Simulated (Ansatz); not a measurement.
C$_{4}$H$_{5}$B (SMILES BC(=C)C#C)

```xyz
10

B    -0.8821    1.3727   -0.1015
C    -0.2411   -0.0497    0.0346
C    -0.9960   -1.1207    0.2770
C     1.1846   -0.1875   -0.1065
C     2.3791   -0.3029   -0.2247
H    -0.2007    2.3140   -0.3166
H    -2.0498    1.5194    0.0091
H    -0.5503   -2.1039    0.3707
H    -2.0710   -1.0373    0.3863
H     3.4274   -0.4041   -0.3284
```

Method: SCF cam_b3lyp, Gaussian basis (Ansatz).

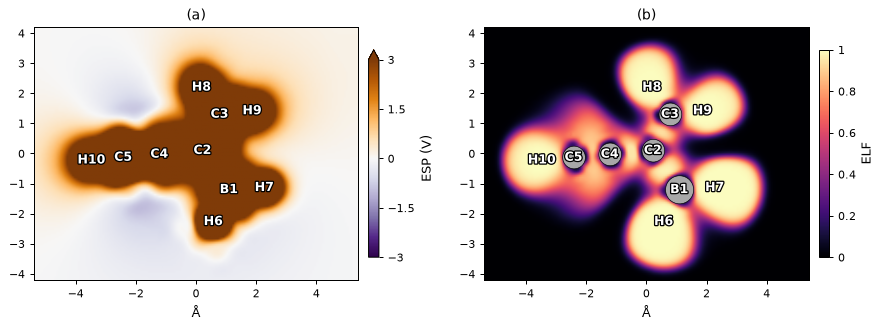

Figure 1. (a) molecular electrostatic potential; (b) electron localisation function on the molecular plane. Grey discs cover the atomic cores in the ELF map.

### Read the bonding off the picture.

The plane passes through B, C and H nuclei. C–C (1.21 Å): the ELF peaks at about 0.85 between the atoms: a short, multiple covalent bond. C–B (1.57 Å): the ELF peaks at about 1 between the atoms, as expected for localised, covalent bonding. C–H (1.06 Å): the ELF climbs to about 1 towards the hydrogen, as it does in any bond to H: a covalent bond by its length. C–C (1.33 Å): the ELF peaks at about 0.95 between the atoms: a multiple bond. B–H (1.18 Å): the ELF climbs to about 1 towards the hydrogen (a covalent bond by its length). Outside the dense part of the molecule the potential is most negative (−1.0 V) near C5.

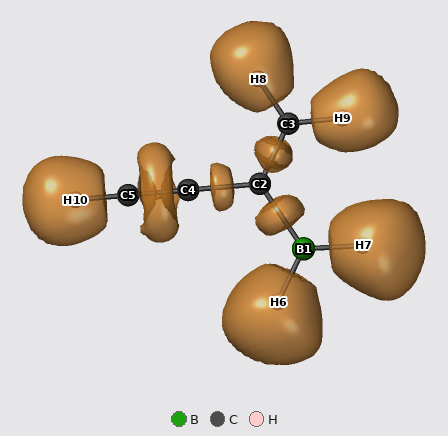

Figure 2. Isosurface of the ELF at 0.8 (orange), seen across its widest extent. Core shells and regions of very low density are left out.

### Identify the bonds, lone pairs and shells in this picture.

The ELF exceeds this value in one region between bonded B–C atoms (shared pairs), three regions between bonded C–C atoms (shared pairs) and five regions around hydrogen nuclei.

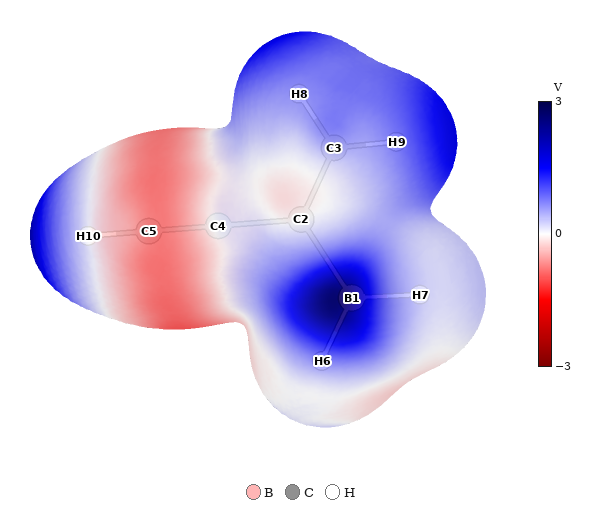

Figure 3. The electrostatic potential painted on the density surface at 0.004 e/bohr³, seen at a tilt; red is negative and blue positive.

### Describe the electrostatic potential map.

The most negative region (about −0.9 V, or −21 kcal/mol for a unit charge) lies over C4 and C5, the most positive (about +2.6 V, or +60 kcal/mol for a unit charge) over B1.
